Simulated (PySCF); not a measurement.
```xyz
19

C    -1.7285    2.1959    1.9182
C    -1.6013    1.2195    1.2271
Si   -1.3979   -0.2632    0.1254
C    -2.8890   -0.2331   -1.0623
Si    0.6009   -0.1343   -1.0352
C     1.5021    1.4545   -0.6973
C     2.0774    2.4782   -0.4380
O     1.5433   -1.3646   -0.5258
Si    2.7057   -2.1750    0.2476
H    -1.8446    3.0479    2.5254
H    -1.5529   -1.4308    1.0212
H    -2.8833    0.6646   -1.6753
H    -3.8254   -0.2452   -0.5123
H    -2.8894   -1.0890   -1.7322
H     0.5838   -0.3028   -2.4975
H     2.5874    3.3723   -0.2175
H     3.1484   -3.1992   -0.6962
H     2.0793   -2.7459    1.4401
H     3.7742   -1.2405    0.5924
```

Geometry: GFN2-xTB.

The calculation used PBE0/pcSseg-1, SCF density, gas phase, non-relativistic in PySCF 2.14.0.

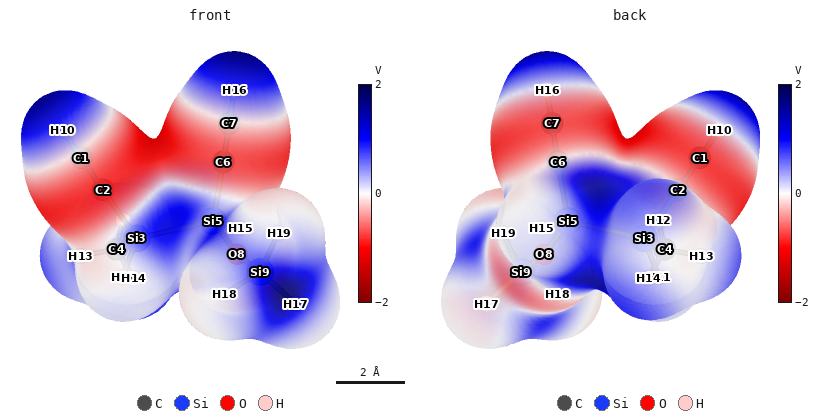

C5H10OSi3. The molecular electrostatic potential painted on the density surface at 0.002 e/bohr³, seen from the front and from behind; red is negative and blue positive.

### Describe the electrostatic potential map.

The most negative region (about −1.2 V, or −28 kcal/mol for a unit charge) lies over C1, C2, C6 and C7, the most positive (about +1.6 V, or +37 kcal/mol for a unit charge) over Si9, H10 and H16.

### How polar is the molecule by this calculation?

Its dipole moment is 0.58 D.
